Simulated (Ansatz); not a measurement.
# C₂H₁₂GaNSi: reading failed and doubtful runs

3 inputs were typed for C₂H₁₂GaNSi. Each is run as it stands; the log then has to tell whether the result can be used.

The runs use Ansatz 0.2.0, Gaussian basis; the settings change from run to run.

1 further run of the same task is left out (it didn't finish). Runs told in other sessions of the task aren't counted.

## Step 1: The relaxed structure

The geometry comes from an earlier relaxation with PBE0-D4 in a triple-zeta def2 set; it is a stationary point, not always the lowest conformer.

SMILES `[CH3][GaH-]([CH3])[NH2+][SiH3]`, 17 atoms, charge 0, spin multiplicity 1.

Atoms are counted from 1 here; the program's logs count them from 0.

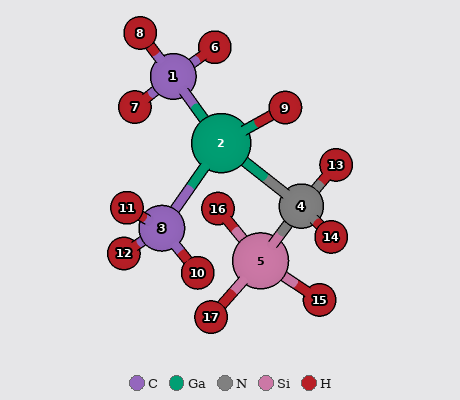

The geometry (carbon purple, gallium teal, nitrogen grey, silicon pink, hydrogen red); atoms are numbered from 1 in the order of the file.

Coordinates:

```mol
C2H12GaNSi
  3D, bonds by distance, orders not assigned

 17 16  0  0  0  0  0  0  0  0999 V2000
   -0.2275    1.3344    1.6883 C   0  0
    1.0278    0.1585    0.6873 Ga  0  0
    0.8194   -1.8151    0.8345 C   0  0
    0.2976    0.4788   -1.3857 N   0  0
   -1.3773   -0.0028   -1.7035 Si  0  0
   -0.2944    2.3365    1.2549 H   0  0
   -1.2368    0.9185    1.7425 H   0  0
    0.1278    1.4571    2.7157 H   0  0
    2.4868    0.7235    0.3922 H   0  0
    1.2622   -2.3450   -0.0138 H   0  0
    1.3331   -2.1704    1.7327 H   0  0
   -0.2268   -2.1203    0.9183 H   0  0
    0.4707    1.4677   -1.5340 H   0  0
    0.9781   -0.0262   -1.9441 H   0  0
   -1.7516    0.2641   -3.1173 H   0  0
   -2.2363    0.7923   -0.8007 H   0  0
   -1.4720   -1.4519   -1.4268 H   0  0
  1  2  8  0
  2  3  8  0
  2  4  8  0
  4  5  8  0
  1  6  8  0
  1  7  8  0
  1  8  8  0
  2  9  8  0
  3 10  8  0
  3 11  8  0
  3 12  8  0
  4 13  8  0
  4 14  8  0
  5 15  8  0
  5 16  8  0
  5 17  8  0
M  END
```

## Step 2: Try 1

in.yaml reads:

```yaml
crystal:
  periodic: [false, false, false]
  atoms:
    - {symbol: C, position_ang: [-0.103167, 1.566934, 1.721122]}
    - {symbol: Ga, position_ang: [1.077381, 0.084496, 0.756232]}
    - {symbol: C, position_ang: [0.708380, -1.943894, 0.690743]}
    - {symbol: N, position_ang: [0.191672, 0.575485, -1.471352]}
    - {symbol: Si, position_ang: [-1.327529, 0.098851, -1.640178]}
    - {symbol: H, position_ang: [-0.312442, 2.342395, 1.415060]}
    - {symbol: H, position_ang: [-1.287067, 1.069126, 1.751825]}
    - {symbol: H, position_ang: [0.120988, 1.423252, 2.713234]}
    - {symbol: H, position_ang: [2.412087, 0.811581, 0.450399]}
    - {symbol: H, position_ang: [1.069025, -2.434681, -0.099737]}
    - {symbol: H, position_ang: [1.348727, -2.249906, 1.791997]}
    - {symbol: H, position_ang: [-0.444230, -2.096273, 0.895793]}
    - {symbol: H, position_ang: [0.479312, 1.483380, -1.647464]}
    - {symbol: H, position_ang: [0.956972, -0.050178, -1.977934]}
    - {symbol: H, position_ang: [-1.812641, 0.264879, -3.045972]}
    - {symbol: H, position_ang: [-2.310190, 0.855866, -0.742527]}
    - {symbol: H, position_ang: [-1.323868, -1.454001, -1.504848]}
basis:
  gaussian: {orbitals: cc-pVDZ}
hamiltonian: {xc: {name: PBE0}, dispersion: d3bj}
accuracy: high
relax: {f_tol: 0.001, max_steps: 1}
output: {forces: true}
```

Command:

```bash
> ansatz run in.yaml --threads 4 --pin off --events-out ev --progress --plain --max-ram 11315MiB
```

The log of the run:

```text
Functional definition: PBE0
  name "PBE0"
  cite "Adamo & Barone, J. Chem. Phys. 110, 6158 (1999) doi:10.1063/1.478522"
  cite "Perdew, Burke & Ernzerhof, Phys. Rev. Lett. 77, 3865 (1996) doi:10.1103/PhysRevLett.77.3865"
  parent pbe
  parameter a = 0.25
  parameter kappa = 0.804
  parameter beta = 0.06672455060314922
  exchange = (1 - a)*pbe_x(kappa = kappa, mu = beta*pi^2/3) + a*exact_x
  correlation = pbe_c(beta = beta)
3853 factors; integrals over basis functions are off by at most 3.0e-9 eV
mean field evaluation 1: about -63982.2962 eV, gradient 7.6e1 eV
mean field evaluation 2: about -63972.7023 eV, gradient 9.3e1 eV
mean field evaluation 4: about -63995.8012 eV, gradient 5.2e0 eV
mean field evaluation 8: about -63995.9274 eV, gradient 1.5e-1 eV
mean field evaluation 16: about -63995.9275 eV, gradient 3.1e-5 eV
mean field -63995.92746828 eV, -2351.8069564617 hartree, gradient 6.0e-8 eV, S^2 0.000000; 0 other end points of the search recorded, 0 dependent functions left out
the calculation of the forces begins
reference -63995.92747194 eV, -2351.8069565962 hartree; 38, 38 occupied and 109, 109 virtual orbitals, 3853 factors
relax step   1: F+E_penalty+E_count = -63996.27398225 eV  Δ(F+E_penalty+E_count) = +0.000e0 eV  max|allowed force component| = 1.864e1 eV/Å  Δτ_max = 0.0000 Å  (31 SCF iters, accepted)
Error: geometry relaxation did not converge after 1 steps: max|allowed force component| = 1.86e1 eV/Å (threshold 1.0e-3). Raise `relax.max_steps` over both its present limit and 1, loosen `relax.f_tol`, or start from a geometry closer to equilibrium. Where this run's directory can be resumed (`checkpoint.write`), a resume goes on for up to `relax.max_steps` more
```

Run time: 11 s. Hardware: 4 threads of Intel Xeon 6975P-C, shared host; peak memory 1 GiB.

**Diagnosis.** The run did not converge. The relaxation is allowed too few steps for its threshold. The start was also shaken off the relaxed geometry, so there is far to go. To mend it, raise relax.max_steps.

## Step 3: Try 2

in.yaml reads:

```yaml
crystal:
  periodic: [false, false, false]
  atoms:
    - {symbol: C, position_ang: [-0.227159, 1.213256, 1.713752]}
    - {symbol: Ga, position_ang: [0.990067, 0.236944, 0.598571]}
    - {symbol: C, position_ang: [0.841969, -2.034570, 0.746674]}
    - {symbol: N, position_ang: [0.268861, 0.646773, -1.453217]}
    - {symbol: Si, position_ang: [-1.522920, -0.142047, -1.832876]}
    - {symbol: H, position_ang: [-0.125337, 2.445527, 1.327177]}
    - {symbol: H, position_ang: [-1.291899, 0.923301, 1.811951]}
    - {symbol: H, position_ang: [0.208625, 1.410492, 2.723981]}
    - {symbol: H, position_ang: [2.518505, 0.720134, 0.308201]}
    - {symbol: H, position_ang: [1.331015, -2.288560, 0.032768]}
    - {symbol: H, position_ang: [1.237599, -1.904612, 1.665606]}
    - {symbol: H, position_ang: [-0.166450, -1.971770, 0.649644]}
    - {symbol: H, position_ang: [0.457794, 1.459073, -1.445903]}
    - {symbol: H, position_ang: [1.081666, 0.207453, -2.027867]}
    - {symbol: H, position_ang: [-1.614400, 0.308001, -3.159912]}
    - {symbol: H, position_ang: [-2.365814, 0.801963, -0.739726]}
    - {symbol: H, position_ang: [-1.344799, -1.255549, -1.370263]}
basis:
  gaussian: {orbitals: 6-31G}
hamiltonian: {xc: {name: r2SCANh}, dispersion: d4}
accuracy: high
relax: {f_tol: 0.001, max_steps: 2}
```

Same command.

The log of the run:

```text
Functional definition: r2SCANh
  name "r2SCANh"
  cite "Bursch, Neugebauer, Ehlert & Grimme, J. Chem. Phys. 156, 134105 (2022) doi:10.1063/5.0086040"
  cite "Furness, Kaplan, Ning, Perdew & Sun, J. Phys. Chem. Lett. 11, 8208 (2020) doi:10.1021/acs.jpclett.0c02405"
  cite "Furness, Kaplan, Ning, Perdew & Sun, J. Phys. Chem. Lett. 11, 9248 (2020) doi:10.1021/acs.jpclett.0c03077"
  parent r2scan
  parameter a = 0.1
  parameter k0 = 0.174
  parameter k1 = 0.065
  parameter a1 = 4.9479
  exchange = (1 - a)*r2scan_x(k0 = k0, k1 = k1, a1 = a1) + a*exact_x
  correlation = r2scan_c
2479 factors; integrals over basis functions are off by at most 3.0e-9 eV
mean field evaluation 1: about -63979.6902 eV, gradient 8.1e1 eV
mean field evaluation 2: about -63939.4473 eV, gradient 1.2e2 eV
mean field evaluation 4: about -63994.6650 eV, gradient 8.8e0 eV
mean field evaluation 8: about -63994.8394 eV, gradient 3.8e-1 eV
mean field evaluation 16: about -63994.8554 eV, gradient 3.0e-5 eV
mean field -63994.85535104 eV, -2351.7675568797 hartree, gradient 6.2e-8 eV, S^2 0.000000; 0 other end points of the search recorded, 0 dependent functions left out
the calculation of the forces begins
reference -63994.85535234 eV, -2351.7675569275 hartree; 38, 38 occupied and 55, 55 virtual orbitals, 2479 factors
relax step   1: F+E_penalty+E_count = -63994.97010541 eV  Δ(F+E_penalty+E_count) = +0.000e0 eV  max|allowed force component| = 1.682e1 eV/Å  Δτ_max = 0.0000 Å  (31 SCF iters, accepted)
these checks for a lower state are left out or cut short: starts, cluster_reference, orbital_swaps, neighbouring_geometries, increment
2488 factors; integrals over basis functions are off by at most 3.8e-9 eV
mean field evaluation 32: about -64000.0040 eV, gradient 9.0e-9 eV
mean field -64000.00395479 eV, -2351.9567645776 hartree, gradient 8.9e-9 eV, S^2 0.000000; 0 other end points of the search recorded, 0 dependent functions left out
the calculation of the forces begins
reference -64000.00395604 eV, -2351.9567646237 hartree; 38, 38 occupied and 55, 55 virtual orbitals, 2488 factors
relax step   2: F+E_penalty+E_count = -64000.11786814 eV  Δ(F+E_penalty+E_count) = -5.148e0 eV  max|allowed force component| = 4.409e0 eV/Å  Δτ_max = 0.1970 Å  (40 SCF iters, accepted)
Error: geometry relaxation did not converge after 2 steps: max|allowed force component| = 4.41e0 eV/Å (threshold 1.0e-3). Raise `relax.max_steps` over both its present limit and 2, loosen `relax.f_tol`, or start from a geometry closer to equilibrium. Where this run's directory can be resumed (`checkpoint.write`), a resume goes on for up to `relax.max_steps` more
```

Run time: 13 s. Hardware: 4 threads of Intel Xeon 6975P-C, shared host; peak memory 0.64 GiB.

What is wrong: The run did not converge. The relaxation is allowed too few steps for its threshold. The start was also shaken off the relaxed geometry, so there is far to go. Cure: raise relax.max_steps.

## Step 4: Try 3

in.yaml reads:

```yaml
crystal:
  periodic: [false, false, false]
  atoms:
    - {symbol: C, position_ang: [-0.227457, 1.334392, 1.688286]}
    - {symbol: Ga, position_ang: [1.027807, 0.158515, 0.687269]}
    - {symbol: C, position_ang: [0.819397, -1.815136, 0.834495]}
    - {symbol: N, position_ang: [0.297648, 0.478799, -1.385685]}
    - {symbol: Si, position_ang: [-1.377255, -0.002835, -1.703504]}
    - {symbol: H, position_ang: [-0.294417, 2.336525, 1.254912]}
    - {symbol: H, position_ang: [-1.236805, 0.918460, 1.742529]}
    - {symbol: H, position_ang: [0.127813, 1.457058, 2.715697]}
    - {symbol: H, position_ang: [2.486845, 0.723491, 0.392151]}
    - {symbol: H, position_ang: [1.262244, -2.344989, -0.013835]}
    - {symbol: H, position_ang: [1.333093, -2.170384, 1.732691]}
    - {symbol: H, position_ang: [-0.226839, -2.120276, 0.918301]}
    - {symbol: H, position_ang: [0.470730, 1.467678, -1.533994]}
    - {symbol: H, position_ang: [0.978069, -0.026168, -1.944126]}
    - {symbol: H, position_ang: [-1.751592, 0.264109, -3.117308]}
    - {symbol: H, position_ang: [-2.236335, 0.792332, -0.800716]}
    - {symbol: H, position_ang: [-1.472046, -1.451872, -1.426761]}
basis:
  gaussian: {orbitals: def2-mTZVPP}
magnetization: {spin_polarized: true, initial_magnetization: 2}
hamiltonian: {xc: {name: HF}, dispersion: rvv10}
output: {forces: true}
```

Launched as before.

The log of the run:

```text
Error: inconsistent input (hamiltonian.dispersion, hamiltonian.xc): `dispersion: rvv10` has no transferable b for PBE exchange — Sabatini et al. (2013) fitted b=6.3 to rPW86, and the PBE refits of Peng & Perdew (2017) are task-dependent (b=6.6 S22 / b=10.0 layered). Use `xc: {exchange: rpw86, correlation: pbe}` for the original rVV10 or `xc: r2scan` for the r²SCAN+rVV10 pairing
```

Run time: 0.05 s. Hardware: 4 threads of Intel Xeon 6975P-C, shared host.

What is wrong: The program refused the input. The dispersion term doesn't go with the functional. It also asks for charge 0 and multiplicity 3, another species or state than the molecule above. Cure: leave the dispersion key out, or pick one that has parameters for this functional, and set charge and spin to those of the species named.

## Step 5: How the tries ended

| try | level | ended | cause | time |
| --- | --- | --- | --- | --- |
| 1 | PBE0/cc-pVDZ | not converged | the relaxation is allowed too few steps for its threshold | 11 s |
| 2 | r2SCANh/6-31G | not converged | the relaxation is allowed too few steps for its threshold | 13 s |
| 3 | HF/def2-mTZVPP | refused | the dispersion term doesn't go with the functional | 0.05 s |

In words: 2 not converged, 1 refused. A refusal costs next to no computing time.
